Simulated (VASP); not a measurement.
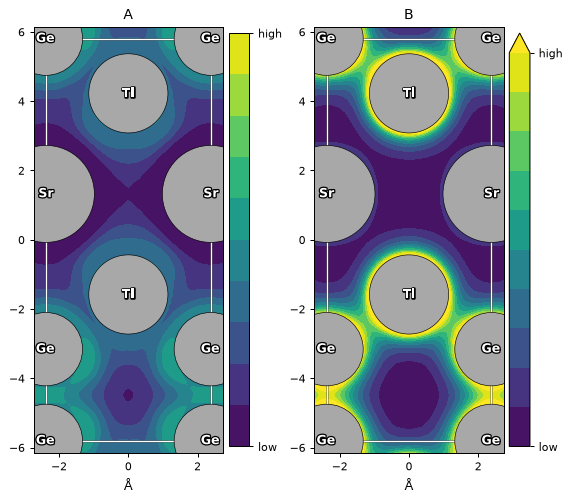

SrTl2Ge2: 2 fields on the (100) plane of the conventional cell, with unlabelled colour scales. Grey discs cover the atomic cores.

Space group I4/mmm; a generated structure, not necessarily the stable one; not relaxed (largest force 0.9 eV/Å); computed pressure about 4 GPa in this cell.

Computed with Kohn-Sham DFT of a periodic cell, PBE, VASP PAW PBE potentials, recommended in VASP.

```
Ge Tl Sr
1.0
     4.76280    0.00000    0.00000
     0.00000    4.76280    0.00000
     0.00000    0.00000   11.61266
Ge Tl Sr
4 4 2
Direct
  0.00000 0.00000 0.38600
  0.50000 0.50000 0.88600
  0.00000 0.00000 0.61400
  0.50000 0.50000 0.11400
  0.00000 0.50000 0.25000
  0.50000 0.00000 0.75000
  0.50000 0.00000 0.25000
  0.00000 0.50000 0.75000
  0.00000 0.00000 0.00000
  0.50000 0.50000 0.50000
```

> Match the panels to the quantities (electron localisation function and valence pseudo-density).

Panel A: electron localisation function. Panel B: valence pseudo-density. From the grid: Ge–Ge (2.65 Å): ρ at the midpoint is about 0.33 e/Å³; the ELF reaches about 0.55 near the midpoint. Tl–Ge (2.86 Å): ρ at the midpoint is about 0.27 e/Å³; the ELF is about 0.35 at the midpoint (no shared electron pair shows on this line).
